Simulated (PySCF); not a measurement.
# Run report: C$_{3}$H$_{4}$N$_{2}$OS, spin–spin coupling calculation

The run: spin–spin coupling calculation of C$_{3}$H$_{4}$N$_{2}$OS, SMILES COc1cnsn1. Method and program: LC-wPBE/SBKJC-VDZ indirect spin-spin coupling, non-relativistic, gas phase (PySCF 2.14.0).

Some settings of this run were made unusual or wrong on purpose. The geometry comes from this level: GFN2-xTB.

Figures and captions count atoms from 1; the log counts them from 0 in places.

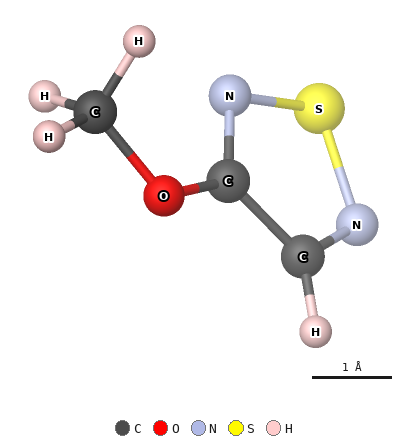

*The structure as given in the input (ball-and-stick view, seen at a tilt).*

Bond lengths as drawn: C–C 1.43 Å, C–H 1.07 to 1.09 Å, C–N 1.31 to 1.32 Å, C–O 1.33 to 1.42 Å and N–S 1.62 to 1.63 Å.

Input:
```
{"job": {"kind": "j", "xc": "LC-wPBE", "basis": "SBKJC-VDZ", "grid": 0, "scf": {"max_cycle": 59}}, "charge": 0, "multiplicity": 1}
C     -1.839452     0.401528    -0.275897
O     -0.899714    -0.584099     0.114508
C      0.374367    -0.202774     0.090667
C      1.455002    -1.057770     0.454799
N      2.614461    -0.465644     0.354006
S      2.398975     1.060220    -0.158804
N      0.775156     0.998507    -0.267865
H     -1.777397     1.271287     0.382258
H     -2.817868    -0.066896    -0.196972
H     -1.651627     0.725299    -1.302317
H      1.373522    -2.076987     0.779652
```

The first line tells a small driver script what to run in PySCF; the rest is the geometry in Å.

Hardware: 1 CPU thread, shared host.

Launch command:
```bash
OMP_NUM_THREADS=1 python <driver script> task.json out
```

What the program printed:
```
final grid: 10576 points
cycle   1  E = -64.6085681580  dE = -3.377e+00  |g| = 1.494e+00  |ddm| = 5.938e+00
cycle   2  E = -64.8745758154  dE = -2.660e-01  |g| = 1.196e+00  |ddm| = 2.946e+00
cycle   3  E = -65.1898003495  dE = -3.152e-01  |g| = 1.615e-01  |ddm| = 1.367e+00
cycle   4  E = -65.1953918617  dE = -5.592e-03  |g| = 7.790e-02  |ddm| = 3.048e-01
cycle   5  E = -65.1967692460  dE = -1.377e-03  |g| = 2.566e-02  |ddm| = 1.526e-01
cycle   6  E = -65.1969730427  dE = -2.038e-04  |g| = 6.546e-03  |ddm| = 5.783e-02
cycle   7  E = -65.1969933088  dE = -2.027e-05  |g| = 2.588e-03  |ddm| = 2.341e-02
cycle   8  E = -65.1969981240  dE = -4.815e-06  |g| = 1.036e-03  |ddm| = 1.219e-02
cycle   9  E = -65.1969986290  dE = -5.050e-07  |g| = 3.204e-04  |ddm| = 2.546e-03
cycle  10  E = -65.1969987389  dE = -1.099e-07  |g| = 1.481e-04  |ddm| = 1.247e-03
cycle  11  E = -65.1969987518  dE = -1.292e-08  |g| = 4.913e-05  |ddm| = 4.942e-04
cycle  12  E = -65.1969987543  dE = -2.482e-09  |g| = 1.662e-05  |ddm| = 2.925e-04
cycle  13  E = -65.1969987544  dE = -1.540e-10  |g| = 1.090e-05  |ddm| = 4.365e-05
converged SCF energy = -65.1969987544

Indirect spin-spin couplings (Hz)
  i      j    bonds     total        FC       PSO       DSO        SD
  0 C    1 O    1     -1.269     0.000    -1.131    -0.138         -
  0 C    2 C    2     -0.298    -0.000    -0.306     0.008         -
  0 C    3 C    3     -0.044     0.000     0.006    -0.050         -
  0 C    6 N    3      0.095    -0.000     0.082    -0.012     0.024
  0 C    7 H    1      0.654    -0.012     0.011     0.655         -
  0 C    8 H    1      0.641    -0.003     0.016     0.628         -
  0 C    9 H    1      0.653    -0.012     0.011     0.655         -
  0 C   10 H    4     -0.169    -0.000     0.052    -0.220         -
  1 O    2 C    1      3.513     0.000     3.699    -0.186         -
  1 O    3 C    2      0.321    -0.000     0.336    -0.015         -
  1 O    4 N    3     -0.214    -0.000     0.089    -0.009    -0.294
  1 O    6 N    2     -0.189    -0.000    -1.139     0.005     0.945
  1 O    7 H    2     -0.563    -0.000    -0.570     0.007         -
  1 O    8 H    2     -0.703    -0.001    -0.720     0.018         -
  1 O    9 H    2     -0.563    -0.000    -0.570     0.007         -
  1 O   10 H    3      0.059    -0.000     0.055     0.004         -
  2 C    3 C    1     -3.510     0.000    -3.767     0.256         -
  2 C    4 N    2      1.141     0.000     0.359    -0.012     0.794
  2 C    5 S    2      0.014     0.000     0.009     0.004         -
  2 C    6 N    1      3.357     0.000     5.086    -0.112    -1.617
  2 C    7 H    3     -0.230     0.000    -0.261     0.030         -
  2 C    8 H    3     -0.364    -0.001    -0.032    -0.332         -
  2 C    9 H    3     -0.232     0.000    -0.260     0.028         -
  2 C   10 H    2     -0.545     0.002    -0.500    -0.047         -
  3 C    4 N    1      3.935     0.000     5.732    -0.089    -1.708
  3 C    5 S    2     -0.089     0.000    -0.087    -0.002         -
  3 C    6 N    2      1.121     0.000     0.328    -0.007     0.801
  3 C    7 H    4     -0.152    -0.000     0.016    -0.168         -
  3 C    8 H    4     -0.162     0.000     0.045    -0.208         -
  3 C    9 H    4     -0.152    -0.000     0.017    -0.169         -
  3 C   10 H    1      0.922     0.018     0.136     0.768         -
  4 N    5 S    1      0.320     0.000     0.336    -0.020     0.004
  4 N    6 N    2     -1.856    -0.000    -2.376     0.004     0.516
  4 N    7 H    5      0.171    -0.000     0.085     0.061     0.025
  4 N    9 H    5      0.171    -0.000     0.084     0.061     0.025
  4 N   10 H    2      1.392    -0.003     1.310     0.083     0.002
  5 S    6 N    1      0.227    -0.000     0.236    -0.021     0.012
  5 S   10 H    3     -0.097     0.000     0.004    -0.101         -
  6 N    8 H    4      0.190     0.000     0.056     0.097     0.038
  6 N   10 H    3      0.456     0.000     0.282     0.126     0.048
  7 H    8 H    2    -11.735   -10.702     0.566    -1.598         -
  7 H    9 H    2    -12.259   -11.385     0.520    -1.394         -
  7 H   10 H    5     -0.553    -0.001     0.277    -0.829         -
  8 H    9 H    2    -11.717   -10.684     0.567    -1.601         -
  8 H   10 H    5     -0.445     0.015     0.204    -0.665         -
  9 H   10 H    5     -0.554    -0.001     0.278    -0.830         -
```

What the run reported:

```tsv
quantity	value
outcome	converged
total energy	−65.196999 hartree
HOMO	−10.00 eV
LUMO	0.66 eV
dipole moment	2.15 D
wall time	7.5 s
peak memory	0.46 GiB
```

Diagnosis:

Some settings of this run were drawn to be unusual or wrong; see grid = 0. It converged; results that depend on the unusual settings are not reference values.
